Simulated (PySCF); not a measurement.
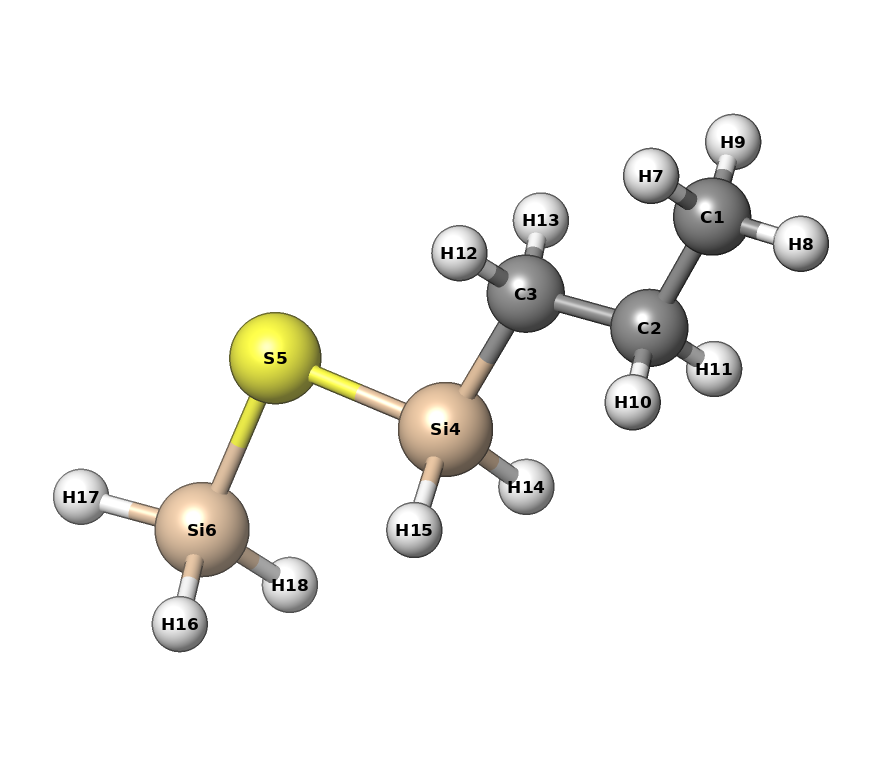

The computed structure is the end point of a PBE0-D3(BJ)/def2-SVP optimisation. No frequency run is at hand to confirm it as a minimum. Electric field gradients from the ground-state density, PBE0/def2-SVP (PySCF 2.14.0), non-relativistic apart from any core potentials.

Give the largest field-gradient component, the quadrupole coupling constant and the asymmetry for 33S at S5 (Q = −67.81 mb), 2H at H7 (Q = 2.86 mb), 2H at H8 (Q = 2.86 mb), 2H at H9 (Q = 2.86 mb), 2H at H10 (Q = 2.86 mb).

```csv
atom,V_zz (a.u.),e²qQ/h (MHz),η
S5,−1.537,24.5,0.52
H7,0.298,0.200,0.02
H8,0.300,0.202,0.02
H9,0.298,0.200,0.02
H10,0.290,0.195,0.03
```
